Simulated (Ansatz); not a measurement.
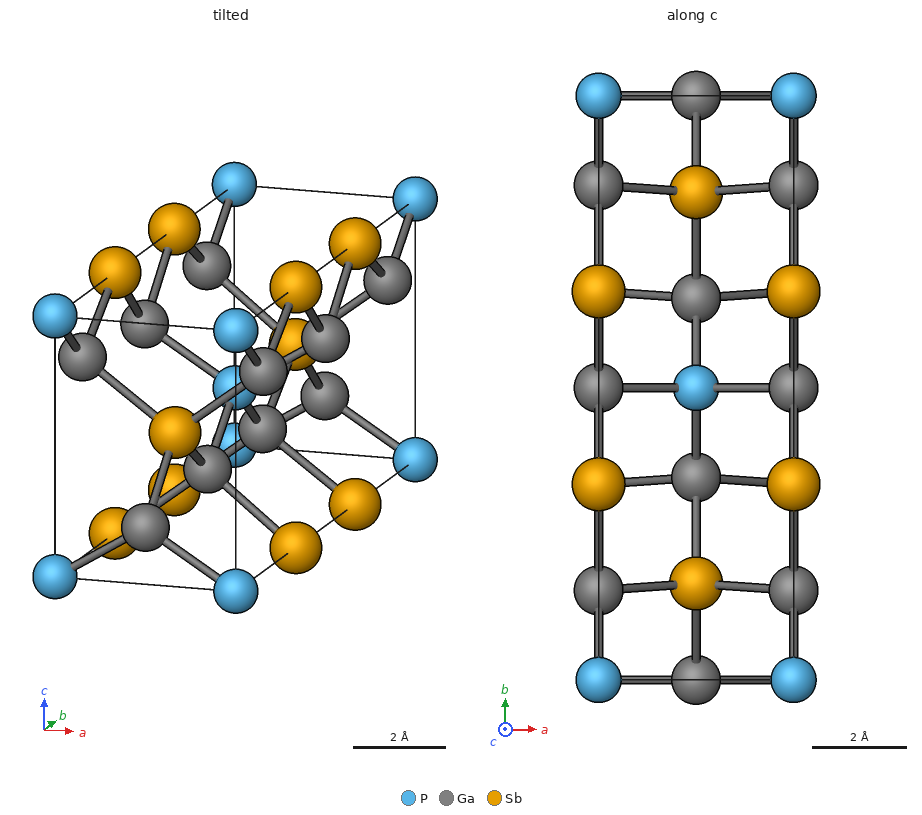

This ball-and-stick model is shown slightly off an axis and along the c axis. One conventional unit cell is outlined, and atoms on its boundary appear in each equivalent place.

Ga3Sb2P, space group Imm2 (No. 44), a = 4.177 Å, b = 12.516 Å, c = 5.893 Å, α = 90.00°, β = 90.00°, γ = 90.00°. It goes back to a structure type filled with these elements by a generator (whether the compound takes this form wasn't checked). Earlier steps of the study, as a rule a relaxation of our own, may have changed the cell and positions, so they can lie some per cent off the listed ones. It was the input of a calculation with Ansatz.

This one geometry was computed with Ansatz (DFT, plane waves, PAW) at four levels of theory: PBE, HSE06, PBE with spin-orbit coupling and r2SCAN. It was relaxed beforehand with r2SCAN.

> Which level gives the highest pressure at this volume, and what does that say about its equilibrium volume?

Highest: PBE (2.1 GPa) and PBE with spin-orbit coupling (2.1 GPa), which points to the largest equilibrium volume. Lowest, with the smallest volume: HSE06 (0.3 GPa) and r2SCAN (0.0 GPa). Levels within 0.5 GPa of each other can't be told apart.

> How does the band gap change with the level of theory?

PBE with spin-orbit coupling: a gap of 0.05 eV, direct; PBE: a gap of 0.13 eV, direct; r2SCAN: a gap of 0.52 eV, direct; HSE06: a gap of 0.89 eV, direct.

> Collect the results in a table.

| level | cutoff (eV) | k-mesh of the run's cell | gap (eV) | pressure (GPa) |
| --- | --- | --- | --- | --- |
| PBE | 420 | 8×8×8 | 0.13 | 2.1 |
| HSE06 | 420 | 4×4×4 | 0.89 | 0.3 |
| PBE with spin-orbit coupling | 420 | 8×8×8 | 0.05 | 2.1 |
| r2SCAN | 500 | 8×8×8 | 0.52 | 0.0 |

Gaps are taken on the k-mesh or band path of each run.
